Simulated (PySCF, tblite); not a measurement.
# C₅H₁₄BN: geometry, infrared bands and NMR shifts

Aim: predict the infrared bands and NMR shifts of C₅H₁₄BN (`[BH3-][N@+]1(C)C[C@@H](C)C1`).

The runs use tblite 0.8.0 and PySCF 2.14.0, with density-fitted response routines of our own; the level of theory stands in each step. All values are computed, except where a source is named. Atoms are numbered from 0 throughout.

**1. Starting geometry**

21 atoms, charge 0, multiplicity 1; geometry from: force field or distance geometry start.

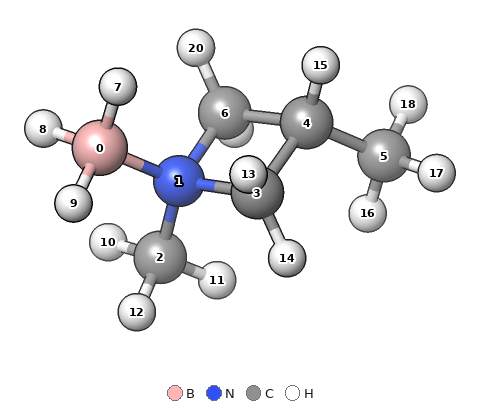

As it starts; boron pink, nitrogen blue, carbon grey, hydrogen white, atoms numbered.

**2. Geometry optimisation with GFN2-xTB**

What the job is given:

```
{"job": {"kind": "relax", "xc": "GFN2-xTB", "basis": "xTB"}, "charge": 0, "multiplicity": 1}
B     -1.793400    -0.248100    -1.304400
N     -0.783100     0.033600    -0.169500
C     -1.419200     0.507100     1.079700
C      0.365600     0.877300    -0.579300
C      1.369200    -0.257200    -0.325600
C      2.354400     0.018900     0.799500
C      0.160600    -1.084300     0.079600
H     -1.239500    -0.627700    -2.282300
H     -2.580000    -1.079700    -0.958100
H     -2.395900     0.755100    -1.567300
H     -2.155400    -0.246600     1.452500
H     -0.688000     0.698200     1.883600
H     -1.977500     1.463200     0.893900
H      0.349900     1.172100    -1.646300
H      0.526000     1.764100     0.089200
H      1.845800    -0.617600    -1.256900
H      1.841500     0.383100     1.719600
H      3.088600     0.784400     0.477700
H      2.909800    -0.909500     1.052600
H      0.199700    -1.416800     1.154000
H      0.012100    -1.952600    -0.592700
```

The run is started by

```
$ OMP_NUM_THREADS=1 python probes_run.py task.json out
```

This one command runs all jobs of the session in turn.

**Question.** This job is followed by: GFN2-xTB harmonic vibrations, gas phase; GIAO PBE0/pcSseg-1 NMR shielding, non-relativistic, gas phase. What will the session give for the following? strongest single infrared mode (GFN2-xTB); zero-point energy (GFN2-xTB); 13C shifts against TMS (PBE0/pcSseg-1, means over atoms taken as alike); 1H shifts against TMS (PBE0/pcSseg-1, means over atoms taken as alike); 11B shifts against BF3·OEt2 (PBE0/pcSseg-1); 15N shifts against NH3 (PBE0/pcSseg-1).

As calculated:

| quantity | value |
| --- | --- |
| strongest single infrared mode (GFN2-xTB) | 2424 cm⁻¹, 323 km/mol |
| zero-point energy (GFN2-xTB) | 116.8 kcal/mol |
| 13C shifts against TMS (PBE0/pcSseg-1, means over atoms taken as alike) | 68.6, 55.6, 22.7, 22.4 ppm |
| 1H shifts against TMS (PBE0/pcSseg-1, means over atoms taken as alike) | 3.95, 2.81, 2.74, 2.62, 2.13, 1.13 ppm |
| 11B shifts against BF3·OEt2 (PBE0/pcSseg-1) | -13.8 ppm |
| 15N shifts against NH3 (PBE0/pcSseg-1) | 51.1 ppm |

The optimisation took 59 steps and gained 0.309 eV; among the close pairs (by a distance rule), B0–N1 changed most, from 1.545 to 1.636 Å. All 57 modes are real, so the xTB geometry is a minimum. GFN2-xTB is a fitted tight-binding method: band positions and strengths are rough. Its intensities can rank the bands wrongly. At PBE0/pcSseg-1: Shielding is most anisotropic at C2 (span 84 ppm, paramagnetic term -116 ppm).
